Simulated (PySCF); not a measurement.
Consider W6 (triplet).

```xyz
6

W     1.8090   -0.0002    0.0000
W     0.0002    1.7540   -0.0003
W    -1.8090    0.0002    0.0000
W    -0.0002   -1.7540    0.0003
W     0.0000    0.0003    1.8089
W     0.0000   -0.0003   -1.8089
```

Core potentials replace the inner electrons of W.

Level of theory: UKS PBE, W def2-SVP with ECP60; non-relativistic Hamiltonian with scalar-relativistic core potentials where named; density fitting in PySCF.

Question: What will maps of the electron density, electron localisation function and spin density show?

Answer: W–W (2.52 Å): the density is about 0.66 e/Å³ at the midpoint; the ELF is about 0.45 at the midpoint.
The unpaired spin (2 electrons) lies mostly on W1 (about 0.5), W3 (about 0.5), W5 (about 0.5), W6 (about 0.5), W2 (about 0.1) and W4 (about 0.1), in electrons by Hirshfeld's partition.

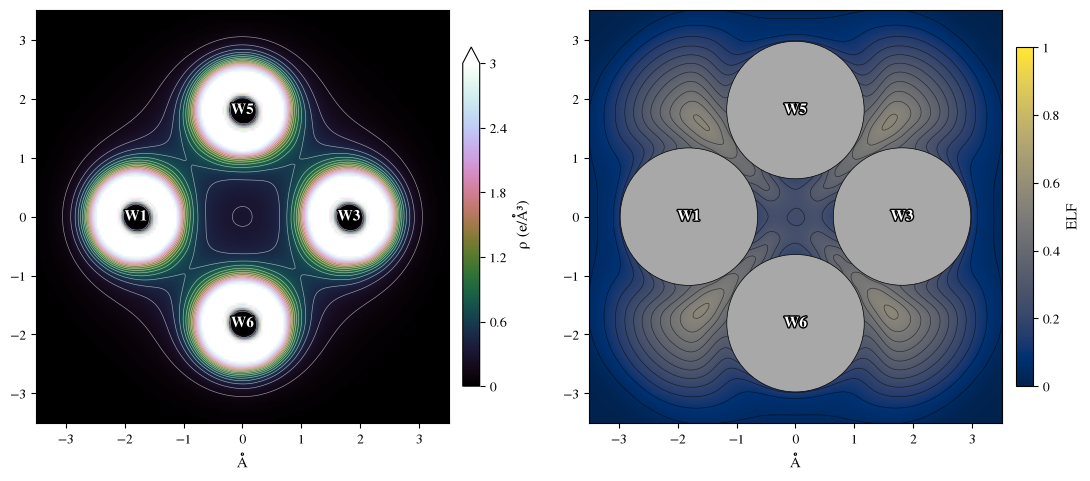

Computed electron density and electron localisation function on the plane of atoms W1, W5 and W3, in this order. Grey discs cover the atomic cores in the ELF map. 
